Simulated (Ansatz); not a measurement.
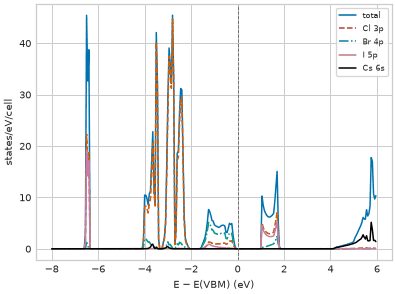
*Total and projected density of states of Cs$_{2}$IBrCl$_{6}$ in space group Fm-3m (No. 225; Cs on 8c, I on 4a, Br on 4b, Cl on 24e), plane-wave PAW r²SCAN (Ansatz code)*

Question: Which orbitals carry the states next to the gap?

Answer: Top 1 eV of the valence band: Br 4p 65 %, Cl 3p 26 %, I 5p 5 %. Bottom 1 eV of the conduction band: Cl 3p 48 %, I 5p 38 %, Br 4p 11 %. Projections are on Löwdin-orthogonalised atomic valence shells; empty p or d shells of many metals are not among them.

Question: Where is the tallest occupied peak in this window, and what makes it?

Answer: Near -2.8 eV, about 45 states/eV per cell; the largest projected share is Cl 3p.

The first step of the workflow began from a Materials Project structure, measured or hypothetical; the Crystallography Open Database copy checked does not list it. Its standing as an ambient phase is unchecked. The r²SCAN relaxation kept the symmetry of its start; whether a distortion lowers the energy is not shown. Scalar-relativistic: spin–orbit coupling is off unless named, which matters more the heavier the elements.

Potentials: the later of the program's two PAW sets.
